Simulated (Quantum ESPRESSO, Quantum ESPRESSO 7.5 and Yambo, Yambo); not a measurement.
**CdSe (F-43m): G0W0 with Yambo, start to end**

Wanted: ground state, empty states, screening and self-energy for CdSe (F-43m).

Method: PBE and many-body steps on it, plane waves, in Quantum ESPRESSO 7.5 and Yambo 5.3.0.

**What was measured.**

- Gap 1.69 ± 0.02 eV: direct gap from (alpha E)^2 extrapolation; spectroscopic ellipsometry; 300 K; film (fully relaxed MBE film, 304 nm) on GaAs(100) (“Band gap bowing of binary alloys: Experimental results compared to theoretical tight-binding supercell calculations for CdZnSe”, 2010, arxiv:1007.2297).

## (1) The starting structure

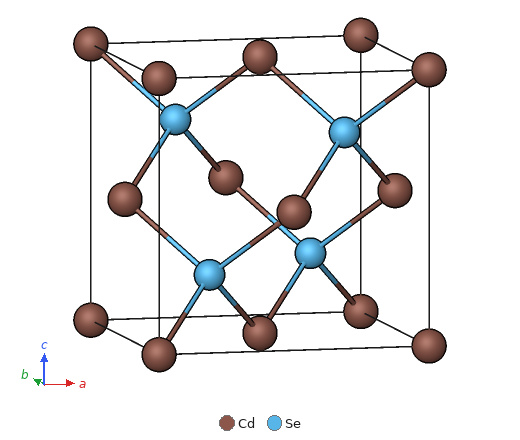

The starting structure, seen slightly off an axis (cadmium brown, selenium blue). This picture shows the conventional cell, with its axes. Bonds to atoms that aren't drawn are left out. Some periodic images of atoms are drawn too.

The cell and positions are those that the Materials Project relaxed with its own functionals (PBE, PBE+U or r2SCAN), kept fixed.

## (2) Ground state

This step: Quantum ESPRESSO 7.5; DFT, PBE, plane waves, norm-conserving pseudopotentials.

The ground-state density comes first.

Contents of pw.in:

```
&control
  calculation = 'scf'
  prefix = 'x'
  outdir = 'o'
  pseudo_dir = 'pseudo'
/
&system
  ibrav = 0
  nat = 2
  ntyp = 2
  ecutwfc = 94.0
  nbnd = 23
  force_symmorphic = .true.
/
&electrons
  conv_thr = 1e-10
  electron_maxstep = 80
  mixing_beta = 0.5
/
ATOMIC_SPECIES
  Cd 112.41 Cd.upf
  Se 78.971 Se.upf
CELL_PARAMETERS angstrom
  -0.0000000000 3.0702711986 3.0702711986
  3.0702711986 -0.0000000000 3.0702711986
  3.0702711986 3.0702711986 -0.0000000000
ATOMIC_POSITIONS crystal
  Cd 0.0000000000 0.0000000000 0.0000000000
  Se 0.7500000000 0.7500000000 0.7500000000
K_POINTS automatic
  6 6 6 0 0 0
```

Started as:

```console
> OMP_NUM_THREADS=1 mpirun -n 4 pw.x -nk 4 -in pw.in > pw.out
```

The program printed:

```text
Program PWSCF v.7.5 starts

     This program is part of the open-source Quantum ESPRESSO suite
     for quantum simulation of materials; please cite
         "P. Giannozzi et al., J. Phys.:Condens. Matter 21 395502 (2009);
         "P. Giannozzi et al., J. Phys.:Condens. Matter 29 465901 (2017);
         "P. Giannozzi et al., J. Chem. Phys. 152 154105 (2020);
     in publications or presentations arising from this work. More details at
     Message from routine setup:
     using ibrav=0 with symmetry is DISCOURAGED, use correct ibrav instead

     G-vector sticks info

     bravais-lattice index     =            0
     lattice parameter (alat)  =       8.2052  a.u.
     unit-cell volume          =     390.6221 (a.u.)^3
     number of atoms/cell      =            2
     number of atomic types    =            2
     number of electrons       =        36.00
     number of Kohn-Sham states=           23
     kinetic-energy cutoff     =      94.0000  Ry
     charge density cutoff     =     376.0000  Ry
     scf convergence threshold =      1.0E-10
     mixing beta               =       0.5000
     number of iterations used =            8  plain     mixing
     Exchange-correlation= PBE
                           (   1   4   3   4   0   0   0)

     celldm(1)=   8.205227  celldm(2)=   0.000000  celldm(3)=   0.000000
     celldm(4)=   0.000000  celldm(5)=   0.000000  celldm(6)=   0.000000

     crystal axes: (cart. coord. in units of alat)
               a(1) = (  -0.000000   0.707107   0.707107 )
               a(2) = (   0.707107  -0.000000   0.707107 )
               a(3) = (   0.707107   0.707107  -0.000000 )

     reciprocal axes: (cart. coord. in units 2 pi/alat)
               b(1) = ( -0.707107  0.707107  0.707107 )
               b(2) = (  0.707107 -0.707107  0.707107 )
               b(3) = (  0.707107  0.707107 -0.707107 )
     Pseudo is Norm-conserving + core correction, Zval = 20.0
     Generated using ONCVPSP code by D. R. Hamann
     Using radial grid of 1368 points,  6 beta functions with:
     Pseudo is Norm-conserving + core correction, Zval = 16.0
     Generated using ONCVPSP code by D. R. Hamann
     Using radial grid of 1214 points,  6 beta functions with:
     Cd               20.00   112.41000     Cd( 1.00)
     Se               16.00    78.97100     Se( 1.00)

     24 Sym. Ops. (no inversion) found

   Cartesian axes

     site n.     atom                  positions (alat units)
         1        Cd     tau(   1) = (   0.0000000   0.0000000   0.0000000  )
         2        Se     tau(   2) = (   1.0606602   1.0606602   1.0606602  )

     number of k points=    16
                       cart. coord. in units 2pi/alat
        k(    1) = (   0.0000000   0.0000000   0.0000000), wk =   0.0092593
        k(    2) = (   0.1178511   0.1178511  -0.1178511), wk =   0.0740741
        k(    3) = (   0.2357023   0.2357023  -0.2357023), wk =   0.0740741
        k(    4) = (  -0.3535534  -0.3535534   0.3535534), wk =   0.0370370
        k(    5) = (   0.2357023   0.0000000  -0.0000000), wk =   0.0555556
        k(    6) = (   0.3535534   0.1178511  -0.1178511), wk =   0.2222222
        k(    7) = (  -0.2357023  -0.4714045   0.4714045), wk =   0.2222222
        k(    8) = (  -0.1178511  -0.3535534   0.3535534), wk =   0.2222222
        k(    9) = (   0.0000000  -0.2357023   0.2357023), wk =   0.1111111
        k(   10) = (   0.4714045   0.0000000  -0.0000000), wk =   0.0555556
     [... 4 further rows ...]
        k(   15) = (  -0.1178511  -0.3535534   0.5892557), wk =   0.2222222
        k(   16) = (  -0.7071068   0.2357023   0.0000000), wk =   0.1111111

     Dense  grid:    47855 G-vectors     FFT dimensions: (  54,  54,  54)

     Initial potential from superposition of free atoms

     starting charge      35.9997, renormalised to      36.0000
     Starting wfcs are   19 randomized atomic wfcs +    4 random wfcs

     per-process dynamical memory:    44.5 Mb

     Self-consistent Calculation

     iteration #  1     ecut=    94.00 Ry     beta= 0.50

     Threshold (ethr) on eigenvalues was too large:
     Diagonalizing with lowered threshold

     total energy              =    -593.20761577 Ry
     estimated scf accuracy    <       0.08698779 Ry

     iteration #  2     ecut=    94.00 Ry     beta= 0.50

     total energy              =    -593.22876865 Ry
     estimated scf accuracy    <       0.00811755 Ry

     iteration #  3     ecut=    94.00 Ry     beta= 0.50

     total energy              =    -593.23000934 Ry
     estimated scf accuracy    <       0.00090860 Ry

     iteration #  4     ecut=    94.00 Ry     beta= 0.50

     total energy              =    -593.23008982 Ry
     estimated scf accuracy    <       0.00004468 Ry

     iteration #  5     ecut=    94.00 Ry     beta= 0.50

     total energy              =    -593.23009557 Ry
     estimated scf accuracy    <       0.00000409 Ry

     iteration #  6     ecut=    94.00 Ry     beta= 0.50

     total energy              =    -593.23009618 Ry
     estimated scf accuracy    <       0.00000006 Ry

     iteration #  7     ecut=    94.00 Ry     beta= 0.50

     total energy              =    -593.23009621 Ry
     estimated scf accuracy    <          7.1E-09 Ry

     iteration #  8     ecut=    94.00 Ry     beta= 0.50

     total energy              =    -593.23009621 Ry
     estimated scf accuracy    <          6.1E-10 Ry

     iteration #  9     ecut=    94.00 Ry     beta= 0.50

     total energy              =    -593.23009621 Ry
     estimated scf accuracy    <          1.1E-10 Ry

     iteration # 10     ecut=    94.00 Ry     beta= 0.50

     End of self-consistent calculation

          k = 0.0000 0.0000 0.0000 (  5985 PWs)   bands (ev):

   -94.2721 -55.3327 -55.3327 -55.3327 -39.2906 -39.2906 -39.2906 -39.2870
   -39.2870  -5.0743  -0.4764  -0.4764  -0.4764  -0.1327  -0.1327   7.3616
     7.3616   7.3616   7.9091  13.3050  13.3050  13.3050  17.0418

          k = 0.1179 0.1179-0.1179 (  6009 PWs)   bands (ev):

   -94.2721 -55.3327 -55.3327 -55.3327 -39.2906 -39.2906 -39.2906 -39.2870
   -39.2870  -4.9882  -0.4498  -0.4498  -0.3916  -0.1334  -0.1334   5.6968
     7.1639   7.1639   9.2137  13.0491  13.6166  13.6166  17.4691

          k = 0.2357 0.2357-0.2357 (  6039 PWs)   bands (ev):

   -94.2722 -55.3328 -55.3327 -55.3327 -39.2907 -39.2906 -39.2906 -39.2870
   -39.2870  -4.8135  -0.4056  -0.4056  -0.1234  -0.1234  -0.1099   3.9598
     6.8131   6.8131   9.7286  13.8522  13.8629  13.8629  17.1623

          k =-0.3536-0.3536 0.3536 (  5996 PWs)   bands (ev):

     [... further k-points ...]

     highest occupied, lowest unoccupied level (ev):     7.3616    7.9091

!    total energy              =    -593.23009621 Ry
     estimated scf accuracy    <          8.1E-12 Ry

     The total energy is the sum of the following terms:
     one-electron contribution =    -396.41079000 Ry
     hartree contribution      =     203.49762214 Ry
     xc contribution           =     -96.89347790 Ry
     ewald contribution        =    -303.42345045 Ry

     convergence has been achieved in  10 iterations

     XML data file, charge density, pseudopotentials, collected wavefunctions

=------------------------------------------------------------------------------=
   JOB DONE.
=------------------------------------------------------------------------------=
```

The job ended after 15 s (4 MPI ranks of Arm Neoverse V1, shared host; peak memory 0.34 GiB).

Numbers from this step:

```
total energy               : -8071.3066 eV
gap                        : 0.5475 eV
k of the valence top       : 0, 0, 0
k of the conduction bottom : 0, 0, 0
least direct gap           : 0.5475 eV
```

The gap is direct, at Γ.

## (3) Bands along the symmetry lines

The cheap functional maps the bands first; the places of the edges decide which points the dearer methods must see.

Contents of pw.in:

```
&control
  calculation = 'bands'
  prefix = 'x'
  outdir = 'o'
  pseudo_dir = 'pseudo'
/
&system
  ibrav = 0
  nat = 2
  ntyp = 2
  ecutwfc = 94.0
  nbnd = 24
  force_symmorphic = .true.
/
&electrons
  conv_thr = 1e-9
  electron_maxstep = 80
  diago_full_acc = .true.
  diago_thr_init = 5e-6
/
ATOMIC_SPECIES
  Cd 112.41 Cd.upf
  Se 78.971 Se.upf
CELL_PARAMETERS angstrom
  -0.0000000000 3.0702711986 3.0702711986
  3.0702711986 -0.0000000000 3.0702711986
  3.0702711986 3.0702711986 -0.0000000000
ATOMIC_POSITIONS crystal
  Cd 0.0000000000 0.0000000000 0.0000000000
  Se 0.7500000000 0.7500000000 0.7500000000
K_POINTS crystal
  50
  0.00000000 0.00000000 0.00000000 1
  -0.06250000 -0.06250000 0.00000000 1
  -0.12500000 -0.12500000 0.00000000 1
  -0.18750000 -0.18750000 0.00000000 1
  -0.25000000 -0.25000000 0.00000000 1
  -0.31250000 -0.31250000 0.00000000 1
  -0.37500000 -0.37500000 0.00000000 1
  -0.43750000 -0.43750000 0.00000000 1
  -0.50000000 -0.50000000 0.00000000 1
  -0.48437500 -0.48437500 0.03125000 1
  -0.46875000 -0.46875000 0.06250000 1
  -0.45312500 -0.45312500 0.09375000 1
  -0.43750000 -0.43750000 0.12500000 1
  -0.42187500 -0.42187500 0.15625000 1
  -0.40625000 -0.40625000 0.18750000 1
  -0.39062500 -0.39062500 0.21875000 1
  -0.37500000 -0.37500000 0.25000000 1
  -0.37500000 0.00000000 0.37500000 1
  -0.32812500 0.00000000 0.32812500 1
  -0.28125000 0.00000000 0.28125000 1
  -0.23437500 0.00000000 0.23437500 1
  -0.18750000 0.00000000 0.18750000 1
  -0.14062500 0.00000000 0.14062500 1
  -0.09375000 0.00000000 0.09375000 1
  -0.04687500 0.00000000 0.04687500 1
  0.00000000 0.00000000 0.00000000 1
  0.00000000 0.00000000 0.06250000 1
  0.00000000 0.00000000 0.12500000 1
  0.00000000 0.00000000 0.18750000 1
  0.00000000 0.00000000 0.25000000 1
  0.00000000 0.00000000 0.31250000 1
  0.00000000 0.00000000 0.37500000 1
  0.00000000 0.00000000 0.43750000 1
  0.00000000 0.00000000 0.50000000 1
  -0.06250000 -0.03125000 0.46875000 1
  -0.12500000 -0.06250000 0.43750000 1
  -0.18750000 -0.09375000 0.40625000 1
  -0.25000000 -0.12500000 0.37500000 1
  -0.31250000 -0.15625000 0.34375000 1
  -0.37500000 -0.18750000 0.31250000 1
  -0.43750000 -0.21875000 0.28125000 1
  -0.50000000 -0.25000000 0.25000000 1
  -0.50000000 -0.28125000 0.21875000 1
  -0.50000000 -0.31250000 0.18750000 1
  -0.50000000 -0.34375000 0.15625000 1
  -0.50000000 -0.37500000 0.12500000 1
  -0.50000000 -0.40625000 0.09375000 1
  -0.50000000 -0.43750000 0.06250000 1
  -0.50000000 -0.46875000 0.03125000 1
  -0.50000000 -0.50000000 0.00000000 1
```

The program printed:

```text
[banner, memory and clock lines left out]
Program PWSCF v.7.5 starts

     Atomic positions and unit cell read from directory:
     o/x.save/

     Message from routine setup:
     using ibrav=0 with symmetry is DISCOURAGED, use correct ibrav instead

     G-vector sticks info

     bravais-lattice index     =            0
     lattice parameter (alat)  =       8.2052  a.u.
     unit-cell volume          =     390.6221 (a.u.)^3
     number of atoms/cell      =            2
     number of atomic types    =            2
     number of electrons       =        36.00
     number of Kohn-Sham states=           24
     kinetic-energy cutoff     =      94.0000  Ry
     charge density cutoff     =     376.0000  Ry
     Exchange-correlation= PBE
                           (   1   4   3   4   0   0   0)

     celldm(1)=   8.205227  celldm(2)=   0.000000  celldm(3)=   0.000000
     celldm(4)=   0.000000  celldm(5)=   0.000000  celldm(6)=   0.000000

     crystal axes: (cart. coord. in units of alat)
               a(1) = (  -0.000000   0.707107   0.707107 )
               a(2) = (   0.707107  -0.000000   0.707107 )
               a(3) = (   0.707107   0.707107  -0.000000 )

     reciprocal axes: (cart. coord. in units 2 pi/alat)
               b(1) = ( -0.707107  0.707107  0.707107 )
               b(2) = (  0.707107 -0.707107  0.707107 )
               b(3) = (  0.707107  0.707107 -0.707107 )
     Pseudo is Norm-conserving + core correction, Zval = 20.0
     Generated using ONCVPSP code by D. R. Hamann
     Using radial grid of 1368 points,  6 beta functions with:
     Pseudo is Norm-conserving + core correction, Zval = 16.0
     Generated using ONCVPSP code by D. R. Hamann
     Using radial grid of 1214 points,  6 beta functions with:
     Cd               20.00   112.41000     Cd( 1.00)
     Se               16.00    78.97100     Se( 1.00)

     24 Sym. Ops. (no inversion) found

   Cartesian axes

     site n.     atom                  positions (alat units)
         1        Cd     tau(   1) = (   0.0000000   0.0000000   0.0000000  )
         2        Se     tau(   2) = (   1.0606602   1.0606602   1.0606602  )

     number of k points=    50
                       cart. coord. in units 2pi/alat
        k(    1) = (   0.0000000   0.0000000   0.0000000), wk =   0.0400000
        k(    2) = (   0.0000000   0.0000000  -0.0883883), wk =   0.0400000
        k(    3) = (   0.0000000   0.0000000  -0.1767767), wk =   0.0400000
[...]
[... 38 further rows ...]
        k(   49) = (   0.0441942  -0.0000000  -0.7071068), wk =   0.0400000
        k(   50) = (   0.0000000   0.0000000  -0.7071068), wk =   0.0400000

     Dense  grid:    47855 G-vectors     FFT dimensions: (  54,  54,  54)

     The potential is recalculated from file :
     o/x.save/charge-density

     Starting wfcs are   19 randomized atomic wfcs +    5 random wfcs

     Band Structure Calculation

     End of band structure calculation

          k = 0.0000 0.0000 0.0000 (  5985 PWs)   bands (ev):

   -94.2722 -55.3327 -55.3327 -55.3327 -39.2906 -39.2906 -39.2906 -39.2870
   -39.2870  -5.0742  -0.4764  -0.4764  -0.4764  -0.1327  -0.1327   7.3616
     7.3616   7.3616   7.9091  13.3050  13.3050  13.3050  17.0418  18.4303

          k = 0.0000 0.0000-0.0884 (  6010 PWs)   bands (ev):

[...]
k = 0.0000 0.0000-0.1768 (  6038 PWs)   bands (ev):

[...]
k =-0.0000 0.0000-0.2652 (  6030 PWs)   bands (ev):

[...]
k = 0.0000 0.0000-0.3536 (  6030 PWs)   bands (ev):

[...]
k = 0.0000-0.0000-0.4419 (  6030 PWs)   bands (ev):

[...]
k =-0.0000 0.0000-0.5303 (  6034 PWs)   bands (ev):

[...]
k = 0.0000-0.0000-0.6187 (  5994 PWs)   bands (ev):

[...]
k = 0.5303-0.0000-0.5303 (  5990 PWs)   bands (ev):

[...]
k = 0.0000 0.0000 0.0000 (  5985 PWs)   bands (ev):

[...]
k = 0.1326 0.0000-0.7071 (  6002 PWs)   bands (ev):

[...]
k = 0.0884-0.0000-0.7071 (  6000 PWs)   bands (ev):

[...]
k = 0.0442-0.0000-0.7071 (  6006 PWs)   bands (ev):

[...]
k = 0.0000 0.0000-0.7071 (  5962 PWs)   bands (ev):

[...]
-39.2869  -4.6154  -0.2953  -0.2363  -0.2363  -0.0789   0.2024   3.4152
     5.6083   5.6083  10.5608  11.0980  16.3207  17.4121  17.4121  19.6506

     XML data file, pseudopotentials, collected wavefunctions
```

Wall time 13 s (4 MPI ranks); peak memory 0.28 GiB; 53 s of CPU time.

This step gave:

```yaml
gap: 0.5475 eV
k_of_the_valence_top: 0, 0, 0
k_of_the_conduction_bottom: 0, 0, 0
least_direct_gap: 0.5475 eV
```

The gap is 0.547 eV, as in the run before at this level.

Electronic bands along the path, in eV, zero at the top of the highest filled band:

```
    point  band 15  band 16  band 17  band 18  band 19  band 20  band 21  band 22
        Γ    -7.49     0.00     0.00     0.00     0.55     5.94     5.94     5.94
        X    -7.16    -3.95    -1.75    -1.75     3.20     3.74     8.96    10.05
        U    -7.08    -3.88    -2.39    -1.44     3.72     5.09     8.19     8.52
jump to K    -7.08    -3.88    -2.39    -1.44     3.72     5.09     8.19     8.52
        Γ    -7.49     0.00     0.00     0.00     0.55     5.94     5.94     5.94
        L    -7.22    -4.22    -0.71    -0.71     2.36     6.45     6.45     7.32
        W    -7.05    -3.85    -2.12    -2.09     4.91     5.22     6.42     7.61
        X    -7.16    -3.95    -1.75    -1.75     3.20     3.74     8.96    10.05
```

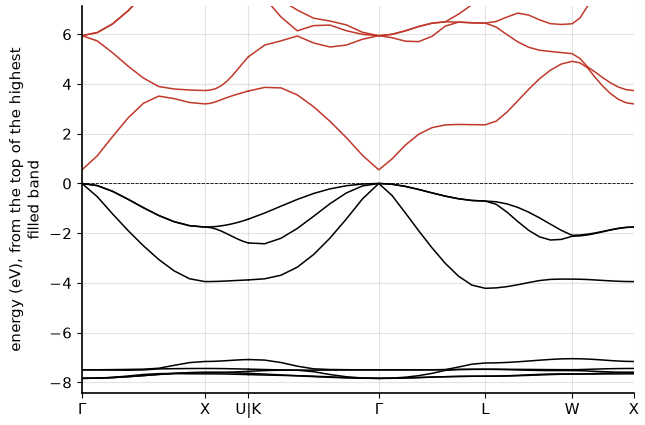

Electronic bands along the path; lines of filled and empty bands in two colours.

(Continued in part 2 of 3.)

[Paths, hosts, dates, memory and timing lines, banners, echoed tables and standing remarks are left out of the program output.]

[Logs are printed without paths, hosts, clocks, repeated set-up lines and the standing remarks that a program may print on its own settings, such as how far it seeks lower states.]

[Runs of the session that timed out or met a known fault of the program may be left out.]

[Hosts, paths, dates, database ids (printed as entryN), source tags and the programs' standing remarks are cut or masked in the printed files.]
